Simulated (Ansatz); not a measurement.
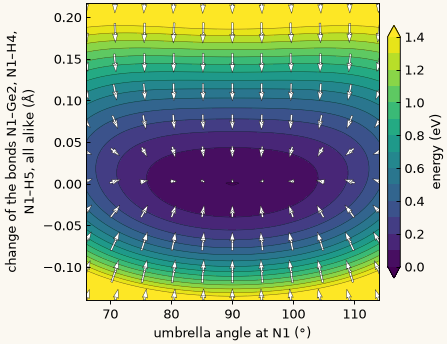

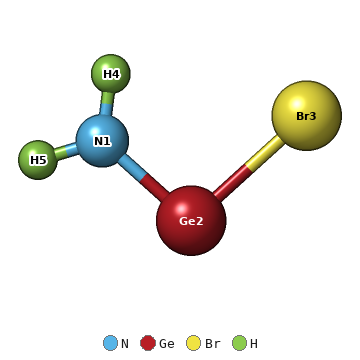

Energy landscape of BrGeH2N, SMILES [NH2][Ge][Br]. 
- Coordinates scanned: (1) umbrella angle at N1 (between each of its bonds and their common axis; 90 is planar); (2) change of the bonds N1–Ge2, N1–H4, N1–H5, all alike.
- Nothing is relaxed (all other coordinates rigid).
- The scan uses an 11 × 11 grid; 66 points were computed and 55 follow by symmetry.
- Points are written as (first, second).
- Energies: eV, counted from the lowest grid point.
- All numbers below come from RHF-MP2, frozen core/def2-TZVP (Ansatz).

The picture shows filled contours, dots at the grid points, arrows along the force (downhill), their lengths compressed, one colour for all values above the top of the scale. Between grid points the surface is interpolated. The second picture is the structure at the lowest point.

### Describe this landscape.

The lowest grid point is at (90.0°, 0.003 Å). It is the only kind of minimum in the scanned range. The highest grid point, (66.0°, −0.140 Å), lies 2.24 eV above the lowest. Round the minimum the two coordinates are nearly uncoupled.

Time for the 66 points that were run: 23 min on 1 thread of Arm Neoverse N1 (shared host).
